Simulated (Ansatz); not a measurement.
The figure comes from a scan of Hf (hcp, Mg type): the cell is scaled evenly about its relaxed volume V₀. All values below come from r2SCAN (plane waves to 500 eV, PAW, scalar-relativistic; Ansatz, a first-principles code). k mesh 17×17×9 (Γ-centred), Fermi-Dirac smearing 0.05 eV. Energies are smeared free energies. Hf is run without spin polarisation. Hf was relaxed with its symmetry unable to fall. Spin-orbit coupling is left out, though Hf is heavy. The zero of ΔE is the relaxed starting cell.

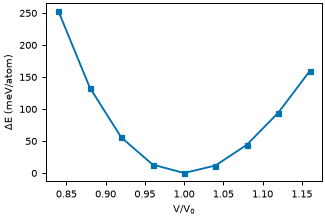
Fig. 1. ΔE (meV/atom) against V/V₀; one marker a computed point.

Question: Turn the plot into a table (rounded to what can be read).

Answer: To the nearest 5:

| V/V₀ | ΔE (meV/atom) |
|---|---|
| 0.840 | 255 |
| 0.880 | 135 |
| 0.920 | 55 |
| 0.960 | 15 |
| 1.000 | 0 |
| 1.040 | 10 |
| 1.080 | 45 |
| 1.120 | 95 |
| 1.160 | 160 |

(A scan under strain: stresses follow from slopes of the energy per volume, elastic moduli from its curvatures.)
